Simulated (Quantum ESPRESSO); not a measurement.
**Effort and miss along a sweep of conv_thr: Zr₅AlSb₃ (P6_3/mcm, 18 atoms in the cell)**

Cell: a = 8.6981 Å, b = 8.6981 Å, c = 5.8403 Å, α = 90.00°, β = 90.00°, γ = 120.00°.

Computed with PBEsol, PSlibrary ultrasoft (PBE) pseudopotentials (plane waves; Quantum ESPRESSO).

Base settings: ecutwfc = 55 Ry; ecutrho = 330 Ry; occupations = smearing; smearing = gaussian; degauss = 0.0073499 Ry; input_dft = pbesol; K_POINTS = automatic 3 3 3 0 0 0; conv_thr = 1e-09 Ry; mixing_beta = 0.4.

Misses are taken against the tightest run, 7.3e-10 Ry, which need not be fully converged itself.

The count of work is k-points × plane waves × bands × iterations; it is no time, and leaves out set-up, grids and terms that scale otherwise. Core times come from one kind of shared machine and are given to one figure; runs under 30 s give none.

The starting cell comes from a database of computed structures (which also holds hypothetical and non-ambient phases and stackings), without a prior relaxation at this level. In the base run, with a pressure of about -3 GPa the cell is away from its equilibrium volume at this level. Without a gap this mesh is coarse (it stands for a supercell whose shortest vector is 18 Å).

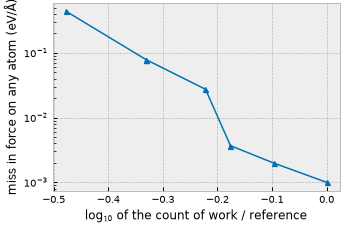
Miss against the count of work; the reference run is not drawn, and misses under 0.001 eV/Å are drawn there.

| conv_thr | largest difference in the force on any atom (eV/Å) | count of work / reference | core time / reference (rough) |
|---|---|---|---|
| 0.0073 Ry | 0.438 | 0.33 | 0.4 |
| 0.00073 Ry | 0.079 | 0.47 | 0.5 |
| 7.3e-05 Ry | 0.079 | 0.47 | 0.5 |
| 7.3e-06 Ry | 0.027 | 0.60 | 0.7 |
| 7.3e-07 Ry | 0.004 | 0.67 | 0.7 |
| 7.3e-08 Ry | 0.002 | 0.80 | 0.8 |
| 1e-09 Ry | 0.000 | 1.0 | 0.8 |
| 7.3e-10 Ry | 0.000 | 1.0 | 1 |

Coarsest setting among those run that, with all tighter ones, holds the force on any atom within 0.05 eV/Å of the reference: 7.3e-06 Ry, off by 0.027 eV/Å; its saving against the reference is no more than about a factor of 2 in the count of work.

Coarsest setting among those run that, with all tighter ones, holds the force on any atom within 0.02 eV/Å of the reference: 7.3e-07 Ry, off by 0.0037 eV/Å; its saving against the reference is no more than about a factor of 2 in the count of work.
